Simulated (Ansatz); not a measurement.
# FH2Si: the cost of one run

Computed with Ansatz 0.2.0, Gaussian basis. Level: single points in def2-TZVPP.

Cores are frozen in the correlated methods.

**1. Where the work starts**

SMILES `F[SiH2+]`, 4 atoms, charge 1, spin multiplicity 1.

Atoms are counted from 1 here; the program's logs count them from 0.

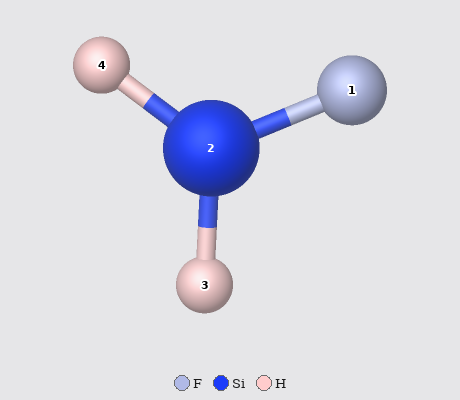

Start geometry, drawn with fluorine light blue, silicon blue, hydrogen pink; atoms are numbered from 1 in the order of the file.

Coordinates:

```xyz
4
FH2Si
F     1.3194    0.5090   -0.4049
Si   -0.1165   -0.0571    0.0247
H    -1.2157    0.8954   -0.1384
H    -0.2176   -1.2347    0.8674
```

**2. PBE-D4/def2-TZVPP**

Contents of run/in.yaml:

```yaml
crystal:
  periodic: [false, false, false]
  atoms:
    - {symbol: F, position_ang: [1.319376, 0.509031, -0.404922]}
    - {symbol: Si, position_ang: [-0.116455, -0.057145, 0.024681]}
    - {symbol: H, position_ang: [-1.215749, 0.895357, -0.138404]}
    - {symbol: H, position_ang: [-0.217567, -1.234720, 0.867449]}
basis:
  gaussian: {orbitals: def2-TZVPP}
total_charge: 1
hamiltonian: {xc: pbe, dispersion: d4}
output: {forces: true}
```

The run is started by

```sh
> ansatz run in.yaml --threads 2 --pin off --events-out ev --progress --plain --max-ram 3481MiB
```

**Question.** How long does this run take on 2 threads of Intel Xeon Platinum 8223CL at 3.00GHz, shared host, and how much memory does it need?

About 1.1 s, with a peak of 0.14 GiB.
